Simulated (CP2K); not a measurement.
**Two attempts at CH6GaNS (SMILES [CH3][Ga]([NH2])[SH])**

Wanted: energy and forces of CH6GaNS, PM6.

The results are computed with CP2K 2026.2.

2 further runs of the same task are left out: 2 set aside as unsound or not needed.

**1. The system as given**

The species is CH6GaNS (10 atoms), meant as a singlet with charge 0. SMILES: `[CH3][Ga]([NH2])[SH]`. The shape comes from GFN2-xTB, which is rough for such elements, and wasn't checked as a minimum. This is one conformer, not always the lowest.

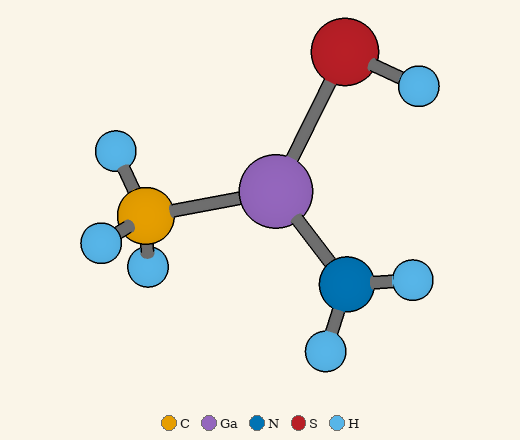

The structure, seen from a chosen angle (carbon amber, gallium purple, nitrogen blue, sulfur red, hydrogen blue).

**2. Try one**

File molecule.inp:

```
&FORCE_EVAL
 METHOD QUICKSTEP
 &DFT
  &QS
   METHOD PM6
   EPS_DEFAULT 1.0E-10
   &SE
    &COULOMB
     CUTOFF [angstrom] 50
     RC_RANGE [angstrom] 0
    &END COULOMB
    &EXCHANGE
     CUTOFF [angstrom] 50
     RC_RANGE [angstrom] 0
    &END EXCHANGE
   &END SE
  &END QS
  &POISSON
   PERIODIC NONE
   POISSON_SOLVER ANALYTIC
  &END POISSON
  &SCF
   SCF_GUESS ATOMIC
   EPS_SCF 1.0E-06
   MAX_SCF 80
   &DIAGONALIZATION
    ALGORITHM STANDARD
   &END DIAGONALIZATION
   &MIXING
    METHOD DIRECT_P_MIXING
    ALPHA 0.4
   &END MIXING
  &END SCF
  &PRINT
   &MOMENTS
    PERIODIC F
    REFERENCE COM
    MAX_MOMENT 1
   &END MOMENTS
   &MO ON
    ENERGIES T
    OCCUPATION_NUMBERS T
    NDIGITS 6
    &EACH
     QS_SCF 0
    &END EACH
    ADD_LAST NUMERIC
   &END MO
   &HIRSHFELD OFF
   &END HIRSHFELD
  &END PRINT
 &END DFT
 &SUBSYS
  &CELL
   ABC 13.4 14.1 14
   PERIODIC NONE
  &END CELL
  &COORD
   C      5.692590     8.357925     8.131965
   Ga     6.643740     6.851035     7.164675
   N      7.885230     5.802515     8.003065
   S      6.316720     6.328835     5.018755
   H      5.005530     8.860145     7.447565
   H      5.126540     7.970385     8.981245
   H      6.415750     9.085865     8.505095
   H      8.394470     5.014135     7.624155
   H      8.125150     5.904295     8.979195
   H      7.254380     5.389515     5.073845
  &END COORD
 &END SUBSYS
 &PRINT
  &FORCES ON
  &END FORCES
 &END PRINT
&END FORCE_EVAL

&GLOBAL
 PROJECT_NAME molecule
 RUN_TYPE SCF
 PRINT_LEVEL MEDIUM
&END GLOBAL
```

Launch:

```console
$ OMP_NUM_THREADS=1 cp2k.psmp -i molecule.inp > molecule.out 2>&1
```

The log of the run:

```text
*******************************************************************************
 *   ___                                                                       *
 *  /   \                                                                      *
 * [ABORT]                                                                     *
 *  \___/                    invalid value for enumeration:SCF                 *
 *    |                                                                        *
 *  O/|                                                                        *
 * /| |                                                                        *
 * / \                                     input/input_enumeration_types.F:215 *
 *******************************************************************************

 ===== Routine Calling Stack =====

            4 val_create_parsing
            3 section_vals_parse
            2 section_vals_parse
            1 read_input

Program received signal SIGABRT: Process abort signal.

Backtrace for this error:
#0  0x4e7660b9f957 in ???
#1  0x4e7681454cac in __pthread_kill_implementation
#2  0x4e76813fbfb7 in raise
#3  0x4e76813e5d37 in abort
#4  0x4e7661272d83 in ???
#5  0x4e7661274297 in ???
#6  0x4e7661274497 in ???
#7  0x4e76613d226f in ???
#8  0x4e76613e183b in ???
#9  0x4e76613e367b in ???
#10  0x4e76613e38f7 in ???
#11  0x4e7660cb9807 in ???
#12  0x4e7661524e8b in ???
#13  0x4e7661529d0b in ???
#14  0x4e7660c40db3 in ???
#15  0x4e7660c3ef13 in ???
#16  0x4e76813e6573 in __libc_start_call_main
#17  0x4e76813e6657 in __libc_start_main_impl
#18  0x4e7660c3f06f in ???
#19  0xffffffffffffffff in ???
```

Wall time 0.32 s (1 thread of Arm Neoverse N1, shared host); peak memory 0.13 GiB.

**3. Reading the log**

The input was rejected.

The telling line is `\___/                    invalid value for enumeration:SCF`. Cause: unknown run type.

**4. Second attempt**

File qs.inp:

```
&GLOBAL
  PROJECT_NAME qs
  RUN_TYPE ENERGY_FORCE
  PRINT_LEVEL MEDIUM
&END GLOBAL

&FORCE_EVAL
  METHOD QUICKSTEP
  &DFT
    ! Quickstep
    &QS
      METHOD PM6
      EPS_DEFAULT 1.0E-10
      &SE
        &COULOMB
          CUTOFF [angstrom] 50
          RC_RANGE [angstrom] 0
        &END COULOMB
        &EXCHANGE
          CUTOFF [angstrom] 50
          RC_RANGE [angstrom] 0
        &END EXCHANGE
      &END SE
    &END QS
    &POISSON
      PERIODIC NONE
      POISSON_SOLVER ANALYTIC
    &END POISSON
    ! SCF settings
    &SCF
      SCF_GUESS ATOMIC
      EPS_SCF 1.0E-06
      MAX_SCF 80
      &DIAGONALIZATION
        ALGORITHM STANDARD
      &END DIAGONALIZATION
      &MIXING
        METHOD DIRECT_P_MIXING
        ALPHA 0.4
      &END MIXING
    &END SCF
    ! extra output
    &PRINT
      &MOMENTS
        PERIODIC F
        REFERENCE COM
        MAX_MOMENT 1
      &END MOMENTS
      &MO ON
        ENERGIES T
        OCCUPATION_NUMBERS T
        NDIGITS 6
        &EACH
          QS_SCF 0
        &END EACH
        ADD_LAST NUMERIC
      &END MO
      &HIRSHFELD OFF
      &END HIRSHFELD
    &END PRINT
  &END DFT
  &SUBSYS
    &CELL
      ABC 13.4 14.1 14
      PERIODIC NONE
    &END CELL
    &COORD
      C      5.692590     8.357925     8.131965
      Ga     6.643740     6.851035     7.164675
      N      7.885230     5.802515     8.003065
      S      6.316720     6.328835     5.018755
      H      5.005530     8.860145     7.447565
      H      5.126540     7.970385     8.981245
      H      6.415750     9.085865     8.505095
      H      8.394470     5.014135     7.624155
      H      8.125150     5.904295     8.979195
      H      7.254380     5.389515     5.073845
    &END COORD
  &END SUBSYS
  &PRINT
    &FORCES ON
    &END FORCES
  &END PRINT
&END FORCE_EVAL
```

Launch:

```console
$ OMP_NUM_THREADS=1 cp2k.psmp -i qs.inp > qs.out 2>&1
```

The log of the run:

```text
CP2K| version string:                                       CP2K version 2026.2
[...]
 GLOBAL| Method name                                                        CP2K
[...]
 GLOBAL| Run type                                                   ENERGY_FORCE
[...]
                             - Atoms:                                         10
[...]
                             - Spherical basis functions:                     27
[...]
 Number of electrons:                                                         24
[...]
     1 P_Mix/Diag. 0.40E+00    0.0     0.79703176       -16.7447035819 -1.67E+01
[...]
    23 DIIS/Diag.  0.38E-06    0.0     0.00000088       -22.7218374623  2.06E-12
  *** SCF run converged in    23 steps ***
  Core-core repulsion energy [eV]:                           1228.52699233505632
  Core Hamiltonian energy [eV]:                              -969.69098701539917
  Two-electron integral energy [eV]:                        -1754.25729286474143
  Electronic energy [eV]:                                   -1846.81963344777000
  Total energy [eV]:                                         -618.29264111271368
  Atomic reference energy [eV]:                               618.14657134351035
  Heat of formation [kcal/mol]:                                -3.36844916638924
[...]
 SE_DIPOLE| Moment [Debye]         -1.08791490       0.45182408      -2.12894296
 SE_DIPOLE| Derivative [a.u.]       0.00000000       0.00000000       0.00000000
 ENERGY| Total FORCE_EVAL ( QS ) energy [hartree]            -22.721837462293287
 FORCES| Atomic forces [hartree/bohr]
 FORCES|   Atom     x               y               z               |f|
 FORCES|      1  1.42651727E-02 -2.19234038E-02 -1.31309129E-02   2.92669038E-02
 FORCES|      2 -1.39734971E-02  2.10727215E-02  1.40548480E-02   2.89284802E-02
 FORCES|      3  2.63404933E-03 -1.07528991E-03  4.39332137E-03   5.23409371E-03
 FORCES|      4 -4.88539733E-03  8.82215073E-03  9.02980313E-03   1.35364248E-02
 FORCES|      5 -1.41626124E-03  1.09623592E-03 -1.22152745E-03   2.16786956E-03
 FORCES|      6 -1.22181469E-03 -1.63791577E-03  1.29895562E-03   2.42133948E-03
 FORCES|      7  2.06147994E-03  1.31320571E-03  1.44865044E-04   2.44850866E-03
 FORCES|      8 -4.83943249E-03  3.99976829E-03 -3.83541089E-03   7.35721618E-03
 FORCES|      9 -2.00350967E-03  2.13350792E-03 -6.36738937E-04   2.99522011E-03
 FORCES|     10  9.37921056E-03 -1.38009807E-02 -1.00972029E-02   1.95035936E-02
 FORCES| Sum     1.24900090E-16 -2.35922393E-16  5.55111512E-16
 FORCES| Total atomic force                                       6.15961199E-16
[...]
```

Wall time 0.42 s (1 thread of Arm Neoverse N1, shared host); peak memory 0.14 GiB.

**5. Outcome**

Level: PM6.

```
                                 quantity          value
                             total energy   -22.72184 Eh
                            dipole moment         2.43 D
                              HOMO energy       -9.14 eV
heat of formation at this unrelaxed shape  -3.4 kcal/mol
                 largest force on an atom     1.505 eV/Å
```

What this shows: The largest force is 1.50 eV/Å: the shape isn't a stationary point for this species at this level.
